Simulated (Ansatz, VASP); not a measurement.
# Cross-check of WSe2 between VASP and Ansatz

One calculation is typed for both programs; each brings its own data sets and cutoff. How far apart do they land? The cell comes out of the VASP series on this material, whose earlier steps may have relaxed, scaled or displaced it; both programs get it as it stands.

Method: plane waves, with VASP 6.6.1 beside it; relaxation of cell and atoms at LDA, DFT+U, in Ansatz 0.2.0.

**1. The structure**

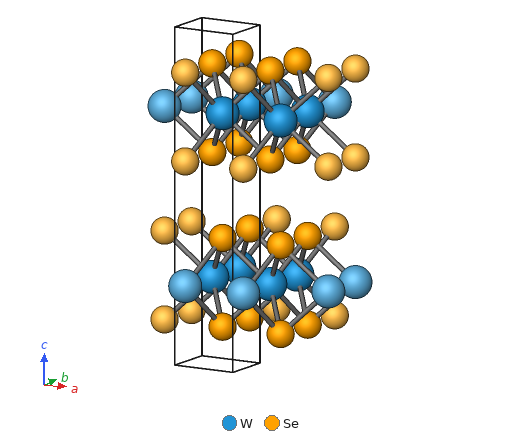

Start, viewed slightly off an axis; tungsten blue, selenium orange. 2×2×1 cells are drawn. Some periodic images of atoms are drawn too.

Coordinates:

```cif
data_structure
_symmetry_space_group_name_H-M 'P6_3/mmc'
_symmetry_Int_Tables_number 194
_cell_length_a 3.2805
_cell_length_b 3.2805
_cell_length_c 12.8372
_cell_angle_alpha 90.000
_cell_angle_beta 90.000
_cell_angle_gamma 120.000
_cell_volume 119.64
loop_
_atom_site_label
_atom_site_type_symbol
_atom_site_symmetry_multiplicity
_atom_site_Wyckoff_symbol
_atom_site_fract_x
_atom_site_fract_y
_atom_site_fract_z
_atom_site_occupancy
W1 W 2 c 0.66667 0.33333 0.75000 1
Se1 Se 4 f 0.66667 0.33333 0.38124 1
```

**2. Ansatz: relaxation of cell and atoms, LDA, DFT+U**

Ansatz runs on its default PAW (the set named soft_2) files.

The relaxed volume is the usual yardstick between codes: its relative difference is about their pressure difference at one cell divided by the bulk modulus.

input.yaml

```yaml
crystal:
  lattice:
    - [3.2804718138, 0.0, 0.0]
    - [-1.6402359069, 2.8409719272, 0.0]
    - [0.0, 0.0, 12.8372278729]
  atoms:
    - { symbol: W, position: [0.6666666667, 0.3333333333, 0.75] }
    - { symbol: W, position: [0.3333333333, 0.6666666667, 0.25] }
    - { symbol: Se, position: [0.6666666667, 0.3333333333, 0.3812398397] }
    - { symbol: Se, position: [0.3333333333, 0.6666666667, 0.8812398397] }
    - { symbol: Se, position: [0.6666666667, 0.3333333333, 0.1187601603] }
    - { symbol: Se, position: [0.3333333333, 0.6666666667, 0.6187601603] }
hamiltonian:
  xc: lda
  pseudopotentials: { kind: paw }
  hubbard: { sites: [{ species: W, l: d, u_eff: 6.2 }] }
kpoints:
  mp_grid: { grid: [8, 8, 2] }
scf:
  occupations: { method: gaussian, width: 0.03 }
relax:
  f_tol: 0.01
  max_steps: 60
  cell: { stress_tol: 0.05 }
output:
  forces: true
  stress: true
```

The run is started by

```
> ansatz run input.yaml --threads 4 --pin off --max-ram 9216MiB --backend cpu --events-out ev --progress --plain --runs-dir out
```

Numbers of over 12 decimals in the logs are rounded to 6 here.

The program printed:

```text
W: projections on atomic orbitals take those of the free atom [Kr 4d10 4f14] 5s2 5p6 5d4 6s2, of charge +0.00 (hamiltonian.pseudopotentials.projection_atoms); the dataset's partial waves leave at most 6.5e-5 of an orbital's norm unspanned inside its sphere
Se: projections on atomic orbitals take those of the free atom [Ar] 3d10 4s2 4p4, of charge +0.00 (hamiltonian.pseudopotentials.projection_atoms); the dataset's partial waves leave at most 2.3e-6 of an orbital's norm unspanned inside its sphere
Engine: ansatz 0.2.0, aarch64-unknown-linux-gnu
Pseudopotentials: kind: paw
Pseudopotential: W, paw, valence charge 14, recommended cutoff 420 eV (normal), W.paw.azcp
Pseudopotential: Se, paw, valence charge 16, recommended cutoff 420 eV (normal), Se.paw.azcp
Functional definition: SPW92
  exchange = slater_x
  correlation = pw_c
Crystal: 6 atoms, lattice volume = 119.639 Å³
Basis set: ecut = 420 eV, 2347 PW (Γ)
Bands: 56, of which v1, the nominal top of the filled ones, is band 46 counted from 1 (45 counted from 0)
Symmetry: 24 space group operations
Space group: P63/mmc (ITA 194), of the structure as read, at distance tolerance 4.9e-5 Å
k-points: 20 of 128
Non-local potential: W, projectors of the file, l = 0: 3, l = 1: 2, l = 2: 2, l = 3: 1
Non-local potential: Se, projectors of the file, l = 0: 2, l = 1: 2, l = 2: 3, l = 3: 1
PAW form: soft (Blöchl's): semilocal exchange-correlation on the pseudo side does not see the compensation charge
PAW frozen core: W, regenerated for the run's functional, and the local potential with it (the file was generated under x = pbe(κ = 0.804, μ = 0.219515), c = pbe(β = 0.066725))
PAW frozen core: Se, regenerated for the run's functional, and the local potential with it (the file was generated under x = pbe(κ = 0.804, μ = 0.219515), c = pbe(β = 0.066725))
PAW one-centre angular grid: W, 590 points (default); XC on 64 Gauss nodes
PAW one-centre angular grid: Se, 590 points (default); XC on 64 Gauss nodes
Initial density: superposition of atomic densities (chi_scale 0.1, normalization cell, long waves of neutral atoms under a Hubbard term (reshape's long-wave potential 0.03 eV rms, cloud 2.82 Å wide))
Initial wavefunctions: pseudopotential atomic-orbital guess
Functional: x = slater, c = lda
SCF iter   1: F=—  HF=-41781.017204 eV  |F-HF|=—  |Δ(HF+E_count)|=         —  Δρ=3.37e-2  dr2=3.06e0  ethr=3.10e-3  ⟨swp⟩=6.3  Hψ=4080  notcnv=0
preconditioner: auto → Resta (q_TF=auto, 2.611 Å⁻¹)  ε∞=6.1  [insulator: Δε(μ)=1.018 eV  Ē_g=9.039 eV  σ=0.030 eV  W_gap=1.00  n_scr=40 (ndim 8)  ℏωp=20.4 eV  f_vac=0.015  D(μ)=0.00/eV (n_scr^D=0)  ε∞_Penn≈6.1]
SCF iter   2: F=—  HF=-41781.010102 eV  |F-HF|=—  |Δ(HF+E_count)|=   7.10e-3  Δρ=1.94e-2  dr2=1.20e0  ethr=3.10e-3  ⟨swp⟩=2.0  Hψ=1457  notcnv=0  defer=49
SCF iter   3: F=—  HF=-41780.946300 eV  |F-HF|=—  |Δ(HF+E_count)|=   6.38e-2  Δρ=7.40e-3  dr2=1.56e-1  ethr=1.30e-3  ⟨swp⟩=2.9  Hψ=1580  notcnv=0  defer=50
SCF iter   4: F=—  HF=-41780.935982 eV  |F-HF|=—  |Δ(HF+E_count)|=   1.03e-2  Δρ=2.84e-3  dr2=1.00e-2  ethr=1.69e-4  ⟨swp⟩=2.2  Hψ=1513  notcnv=0  defer=50
SCF iter   5: F=—  HF=-41780.939953 eV  |F-HF|=—  |Δ(HF+E_count)|=   3.97e-3  Δρ=8.97e-4  dr2=9.75e-4  ethr=1.09e-5  ⟨swp⟩=2.0  Hψ=2100  notcnv=0  defer=50
SCF iter   6: F=—  HF=-41780.939546 eV  |F-HF|=—  |Δ(HF+E_count)|=   4.07e-4  Δρ=5.00e-4  dr2=2.15e-4  ethr=1.06e-6  ⟨swp⟩=2.0  Hψ=1972  notcnv=0  defer=50
SCF iter   7: F=—  HF=-41780.939732 eV  |F-HF|=—  |Δ(HF+E_count)|=   1.86e-4  Δρ=1.45e-4  dr2=2.64e-5  ethr=2.34e-7  ⟨swp⟩=2.0  Hψ=2001  notcnv=0  defer=50
SCF iter   8: F=—  HF=-41780.939749 eV  |F-HF|=—  |Δ(HF+E_count)|=   1.66e-5  Δρ=3.65e-5  dr2=1.59e-6  ethr=2.86e-8  ⟨swp⟩=2.0  Hψ=2002  notcnv=0  defer=50
SCF iter   9: F=—  HF=-41780.939750 eV  |F-HF|=—  |Δ(HF+E_count)|=   7.42e-7  Δρ=1.11e-5  dr2=3.28e-7  ethr=1.73e-9  ⟨swp⟩=2.0  Hψ=1990  notcnv=0  defer=50
SCF iter  10: F=-41780.939750 eV  HF=-41780.939750 eV  |F-HF|=4.00e-9  |Δ(HF+E_count)|=   3.57e-8  Δρ=2.64e-6  dr2=9.40e-9  ethr=1.09e-10  ⟨swp⟩=4.5  Hψ=3473  notcnv=0
SCF 1 converged in 10 iterations: F = -41780.939750 eV  dr2 = 9.40e-9
  greatest PAW one-centre occupation: 1.000 electrons in one spin orbital (limit 2), on the W atom at site 1 (counted from 0), in its partial waves of l = 0
relax step   1: F+E_penalty+E_count = -41780.93974978 eV  Δ(F+E_penalty+E_count) = +0.000e0 eV  max|allowed force component| = 5.196e-1 eV/Å  Δτ_max = 0.0000 Å  P = -3.814 GPa  Ω = 119.639 Å³  (10 SCF iters, dr2 threshold 1.00e-7 eV, accepted)
[...]
relax step   2: F+E_penalty+E_count = -41780.93586527 eV  Δ(F+E_penalty+E_count) = +3.885e-3 eV  max|allowed force component| = 6.002e-1 eV/Å  Δτ_max = 0.0357 Å  P = +4.265 GPa  Ω = 115.652 Å³  energy of the carried Pulay correction = +9.495e-4 eV  (7 SCF iters, dr2 threshold 6.00e-7 eV, rejected (line search))
[...]
relax step   3: F+E_penalty+E_count = -41780.98126617 eV  Δ(F+E_penalty+E_count) = -4.152e-2 eV  max|allowed force component| = 3.337e-2 eV/Å  Δτ_max = 0.0093 Å  P = -0.207 GPa  Ω = 117.257 Å³  energy of the carried Pulay correction = +5.635e-4 eV  (10 SCF iters, accepted)
[...]
relax step   4: F+E_penalty+E_count = -41780.98136353 eV  Δ(F+E_penalty+E_count) = -9.736e-5 eV  max|allowed force component| = 9.301e-3 eV/Å  Δτ_max = 0.0053 Å  P = -0.009 GPa  Ω = 117.445 Å³  energy of the carried Pulay correction = +5.186e-4 eV  (5 SCF iters, dr2 threshold 1.29e-7 eV, accepted)
[...]
relax step   5: F+E_penalty+E_count = -41780.98083094 eV  Δ(F+E_penalty+E_count) = +5.326e-4 eV  max|allowed force component| = 9.359e-3 eV/Å  Δτ_max = 0.0000 Å  P = -0.009 GPa  Ω = 117.445 Å³  stress off target by 3.01e-2 GPa  SCF on the basis re-selected at this cell (its energy is not comparable with the rows above)  (6 SCF iters)
basis re-selected at this cell: Δ(F+E_penalty+E_count) = +5.326e-4 eV, ΔP = +0.001 GPa vs the last step (what re-selecting the basis moved, of the pressure what is left beyond the Pulay correction that the steps carried, after the strain that the cell walked since its last selection, with what the two solves' SCF thresholds leave and, on support functions, any second-order correction that the steps lacked; it is no m [...]
SCF converged after 6 iterations
Free energy (F): -41780.980831 eV
Harris-Foulkes:  -41780.980831 eV  (|F-HF|=7.28e-12)
Internal energy: -41780.980831 eV  (E = F + TS)
E sigma→0 (E₀):  -41780.980831 eV
Fermi energy:    13.514722 eV
--- Per-component energies (eV) ---
  E_band       = -1664.029981
  E_kinetic    = 1386.976710
  E_local      = -11199.471672  (includes V_loc(G=0)·N_el)
  E_nonlocal   = -2341.597199
  E_hartree    = 5388.483658
  E_xc         = -949.026411
  E_vxc        = -877.775480  (∫ρ·V_xc dr)
  E_hubbard    = 15.303867  (on-site DFT+U / exact-exchange correction)
  E_vhub       = -0.913801  (the Hubbard potential's part of the band-sum identity)
  E_paw        = -23928.194944  (= ΣΔE_a)
  E_vpaw       = 591.786720  (= ΣTr[D̂ρ^β])
  E_aug_tail   = -0.002577  (compensation charges beyond the density's cutoff)
  E_ewald      = -10162.888016
  E_core_change = 9.435755  (= ΣΔE_core)
  E_smearing   = -0.000000  (= −TS)
  E_closure    = 0.000000  (closes the sum)
  Σ components = -41780.980831   (vs F -41780.980831, Δ=0.00e0)
--- Forces (eV/Å), atoms counted from 1 ---
  atom   1  W      0.00000000    -0.00000000     0.00000000
  atom   2  W     -0.00000000     0.00000000     0.00000000
  atom   3  Se     0.00000000    -0.00000000     0.00935870
  atom   4  Se     0.00000000     0.00000000     0.00935870
  atom   5  Se     0.00000000    -0.00000000    -0.00935870
  atom   6  Se     0.00000000     0.00000000    -0.00935870
  max |Σ_I F_I| component: 9.25e-18 eV/Å
--- Stress (GPa, compression-positive) ---
       -0.028076      -0.000000       0.000000
        0.000000      -0.028076       0.000000
        0.000000       0.000000       0.030111
  P = ⅓ Tr σ = -0.0087 GPa (-0.087 kbar)
Occupation matrices written to <dir>
--- Relaxed structure (4 steps of the walk, 3 accepted, 1 SCFs on fresh bases) ---
  F+E_penalty+E_count = -41780.98083094 eV   max|allowed force component| = 9.359e-3 eV/Å   (the final SCF, on the basis selected at the relaxed cell)
  cell:  # Å, volume = 117.4451 Å³
    - [3.257922, 0.0, 0.0]
    - [-1.628961, 2.821443, 0.0]
    - [0.0, 0.0, 12.776824]
  atoms:
    - { symbol: W, position: [0.666667, 0.333333, 0.750000] }
    - { symbol: W, position: [0.333333, 0.666667, 0.25] }
    - { symbol: Se, position: [0.666667, 0.333333, 0.380099] }
    - { symbol: Se, position: [0.333333, 0.666667, 0.880099] }
    - { symbol: Se, position: [0.666667, 0.333333, 0.119901] }
    - { symbol: Se, position: [0.333333, 0.666667, 0.619901] }
```

It took 12 s on 4 threads of Arm Neoverse V1, shared host; peak memory 0.58 GiB.

[end of part 1 of 2]

[Lines on the potential files, build, host, timing and source positions are cut from VASP's logs without a mark.]

[Logs are printed without paths, hosts, clocks, repeated set-up lines and the standing remarks that a program may print on its own settings, such as how far it seeks lower states.]

[Hosts, paths, dates, database ids (printed as entryN), source tags and the programs' standing remarks are cut or masked in the printed files.]
